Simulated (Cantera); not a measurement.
Input: 1 mol Zr, 0.068 mol O₂, 0.021 mol H₂O, at 4.13 Torr.

Cantera equilibrium calculation (NASA polynomials, part measured and part estimated; ideal gas, pure solids and liquids). Candidate condensed phases: H₂O, Zr, ZrO₂; 12 gas species. Mutual solubility and eutectic melting of coexisting phases are not modelled. Condensed phases not in the tables: N, O or C dissolved in the metal. Equilibrium is a limit: real reactors are often held back by kinetics, nucleation or transport.

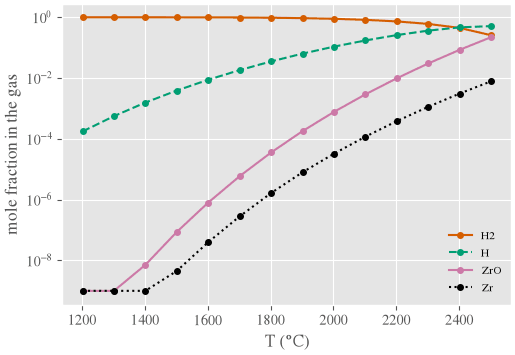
Figure. Equilibrium gas composition (values under 1e-9 drawn at 1e-9)

**Question.** Read off the mole fractions at 2402 °C.

**Answer.** H about 0.47, H₂ about 0.45, ZrO about 0.085, Zr about 0.0031.
